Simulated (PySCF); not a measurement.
## C$_{3}$H$_{12}$FPSi$_{3}$: NMR shielding calculation

The run: NMR shielding calculation of C$_{3}$H$_{12}$FPSi$_{3}$, SMILES F[C@H]1[SiH2]C[SiH2]C[Si@@H]1P. Method and program: GIAO wB97X-D/pcSseg-1 NMR shielding, non-relativistic, IEF-PCM acetonitrile (PySCF 2.14.0).

The geometry comes from this level: GFN2-xTB. Figures and captions count atoms from 1; the log counts them from 0 in places.

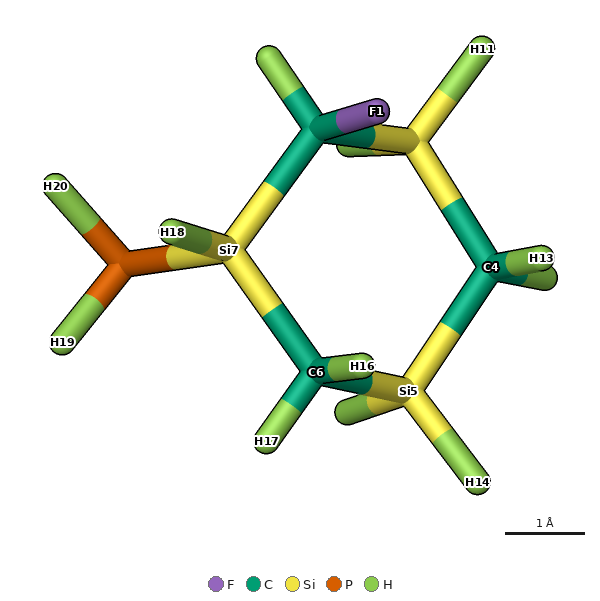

Fig. 1: The structure (stick view, seen at an oblique angle; atoms are numbered from 1 in the order of the input). Bond lengths as drawn: C–F 1.40 Å, C–H 1.09 Å, C–Si 1.90 to 1.92 Å, H–P 1.38 Å, H–Si 1.47 to 1.48 Å and P–Si 2.25 Å.

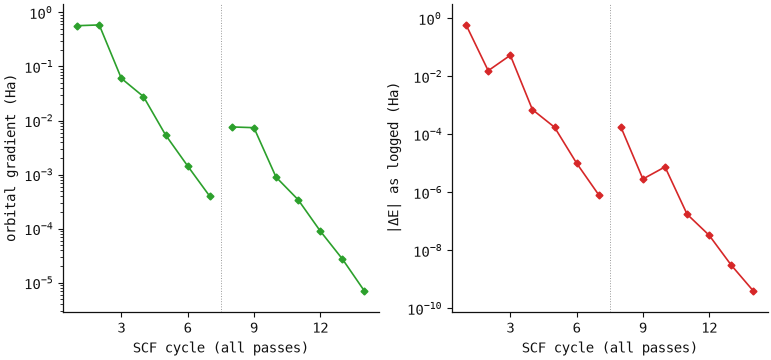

Fig. 2: Convergence of the self-consistent field: orbital gradient and size of the energy change against the SCF cycle. The dotted line marks the change from a coarse to the final integration grid. The first 7 cycles use a coarse grid, the final grid takes over at cycle 8, and the field converges after 14 cycles in all.

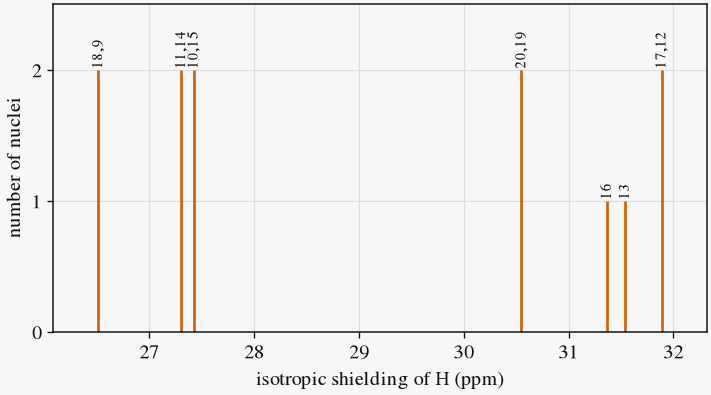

Fig. 3: Isotropic shieldings of the hydrogen nuclei in this fixed geometry, labelled by atom number; shielding grows to the right, so chemical shift grows to the left. The least shielded is H18 (26.5 ppm), the most shielded H12 (31.9 ppm).

The input that produced these results follows, with the program's output.

The input
```
{"job": {"xc": "wB97X-D", "basis": "pcSseg-1", "solvent": "acetonitrile", "kind": "nmr", "pop": false}, "charge": 0, "multiplicity": 1}
F     -0.699050     1.225492    -2.204282
C     -0.015939     1.435730    -0.996959
Si    -1.315201     1.494923     0.416428
C     -2.058910    -0.242962     0.581630
Si    -0.788170    -1.633049     0.856946
C      0.462062    -1.607270    -0.581877
Si     1.322635     0.068181    -0.842939
P      2.514135     0.575440     0.994284
H      0.455629     2.416636    -1.110775
H     -0.611457     1.918299     1.631072
H     -2.339179     2.476981     0.037315
H     -2.776888    -0.245997     1.399826
H     -2.629093    -0.463899    -0.321182
H     -1.469724    -2.938757     0.867501
H     -0.085948    -1.440523     2.131980
H     -0.051838    -1.874304    -1.504053
H      1.212111    -2.378578    -0.414730
H      2.115072     0.060499    -2.089726
H      3.477748    -0.389546     0.766410
H      3.276856     1.553383     0.380094
```

The first line tells a small driver script what to run in PySCF; the rest is the geometry in Å.

Command:
```bash
OMP_NUM_THREADS=1 python <driver script> task.json out
```

What the program printed
```
coarse grid: 18280 points
cycle   1  E = -1430.9653432870  dE =  5.913e-01  |g| = 5.664e-01  |ddm| = 4.003e+00
cycle   2  E = -1430.9809451590  dE = -1.560e-02  |g| = 5.852e-01  |ddm| = 7.909e-01
cycle   3  E = -1431.0341727993  dE = -5.323e-02  |g| = 6.014e-02  |ddm| = 3.572e-01
cycle   4  E = -1431.0348826140  dE = -7.098e-04  |g| = 2.770e-02  |ddm| = 8.219e-02
cycle   5  E = -1431.0350581434  dE = -1.755e-04  |g| = 5.411e-03  |ddm| = 3.434e-02
cycle   6  E = -1431.0350682153  dE = -1.007e-05  |g| = 1.444e-03  |ddm| = 1.214e-02
cycle   7  E = -1431.0350690314  dE = -8.161e-07  |g| = 3.978e-04  |ddm| = 3.839e-03
final grid: 157400 points
cycle   8  E = -1431.0996463369  dE = -1.809e-04  |g| = 7.604e-03  |ddm| = 4.298e-02
cycle   9  E = -1431.0996492050  dE = -2.868e-06  |g| = 7.370e-03  |ddm| = 1.165e-02
cycle  10  E = -1431.0996567054  dE = -7.500e-06  |g| = 8.980e-04  |ddm| = 4.144e-03
cycle  11  E = -1431.0996568800  dE = -1.747e-07  |g| = 3.427e-04  |ddm| = 1.405e-03
cycle  12  E = -1431.0996569128  dE = -3.277e-08  |g| = 9.051e-05  |ddm| = 6.866e-04
cycle  13  E = -1431.0996569159  dE = -3.049e-09  |g| = 2.756e-05  |ddm| = 2.013e-04
cycle  14  E = -1431.0996569162  dE = -3.924e-10  |g| = 7.023e-06  |ddm| = 9.251e-05
converged SCF energy = -1431.0996569162

GIAO shielding tensors (ppm)
atom      isotropic    diamagn.    paramagn.     s11        s22        s33       span
  0 F      481.731     477.310       4.420    433.643    487.234    524.315     90.672
  1 C      102.058     255.939    -153.881     47.449     72.420    186.305    138.855
  2 Si     394.010     880.073    -486.063    358.742    392.053    431.236     72.494
  3 C      198.870     258.712     -59.842    191.011    196.764    208.834     17.823
  4 Si     394.367     879.980    -485.613    365.167    387.276    430.657     65.490
  5 C      194.992     259.933     -64.941    187.945    193.422    203.608     15.663
  6 Si     369.464     881.147    -511.682    342.699    378.251    387.442     44.743
  7 P      621.634     968.737    -347.104    549.769    618.878    696.253    146.484
  8 H       26.532      31.101      -4.570     23.513     26.314     29.768      6.255
  9 H       27.417      29.751      -2.334     24.028     26.452     31.772      7.743
 10 H       27.300      28.925      -1.625     23.138     25.014     33.749     10.611
 11 H       31.908      29.087       2.822     26.296     28.009     41.420     15.124
 12 H       31.538      31.753      -0.215     27.736     28.151     38.727     10.990
 13 H       27.314      29.000      -1.686     23.070     25.110     33.761     10.691
 14 H       27.433      29.955      -2.522     24.075     26.416     31.810      7.735
 15 H       31.367      32.595      -1.228     27.261     27.870     38.970     11.708
 16 H       31.867      31.320       0.547     26.601     28.653     40.347     13.746
 17 H       26.500      30.055      -3.556     23.068     23.984     32.447      9.380
 18 H       30.570      29.833       0.737     24.720     27.464     39.526     14.806
 19 H       30.532      29.663       0.869     24.619     27.176     39.800     15.182
```

Key numbers

```json
{"quantity": "outcome", "value": "converged"}
{"quantity": "total energy", "value": "−1431.099657 hartree"}
{"quantity": "HOMO", "value": "−9.28 eV"}
{"quantity": "LUMO", "value": "2.18 eV"}
{"quantity": "dipole moment", "value": "1.06 D"}
{"quantity": "isotropic shielding, F", "value": "481.7 ppm"}
{"quantity": "isotropic shielding, C", "value": "102.1 to 198.9 ppm"}
{"quantity": "isotropic shielding, Si", "value": "369.5 to 394.4 ppm"}
{"quantity": "isotropic shielding, P", "value": "621.6 ppm"}
{"quantity": "isotropic shielding, H", "value": "26.5 to 31.9 ppm"}
{"quantity": "hardware", "value": "1 CPU thread, shared host"}
{"quantity": "wall time", "value": "2.4 min (CPU time 88 s; the host was busy)"}
{"quantity": "peak memory", "value": "1.4 GiB"}
```
